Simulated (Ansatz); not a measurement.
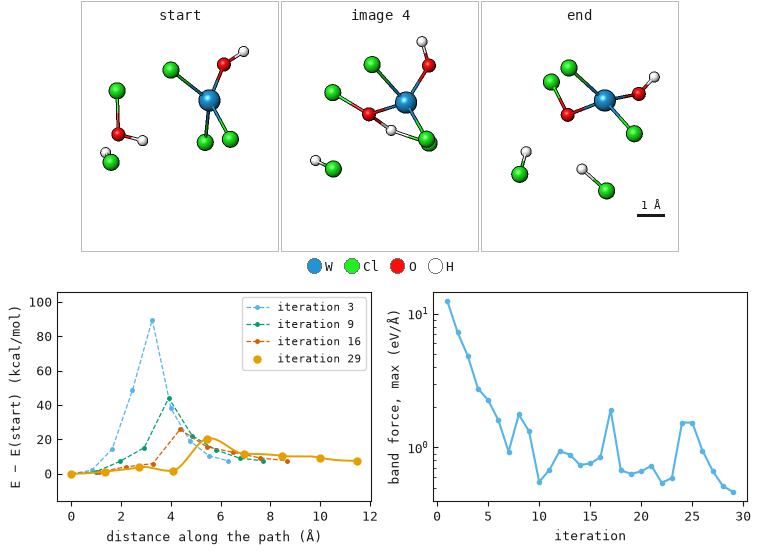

A search for the minimum-energy path of WH3O2Cl5 by the nudged elastic band. Images are numbered from 0 (start) to 8 (end). The plot follows the band through its iterations. The picture is a ball-and-stick view, seen from a free direction.

All numbers below come from Ansatz 0.2.0, RHF/def2-SVP. Set-up: 7 movable images; climbing image; force threshold 0.5 eV/Å; iteration limit 52; starting path through a guess of the saddle point.

> Judge this run.

The run met only a loose threshold, so the barrier can't be trusted yet. The band converged in 29 iterations. The largest component of the band force went from 12 to 0.47 eV/Å. The climbing image converged on the top of the path. Its curvatures weren't checked. The force threshold is so loose that the height of the top is at best an upper bound. The first iteration put the highest image at 235.8 kcal/mol. The highest point, image 4, lies 20.4 kcal/mol above the start and 12.9 kcal/mol above the end; the end is at +7.5 kcal/mol relative to the start. The profile has 2 maxima (images 2, 4) with a dip at image 3 (+1.9 kcal/mol), so the process runs in steps.

Limits of the set-up: Hartree-Fock leaves out electron correlation.

The run took 18 min on 4 threads of Arm Neoverse V1 (shared host), peak memory 0.71 GiB.
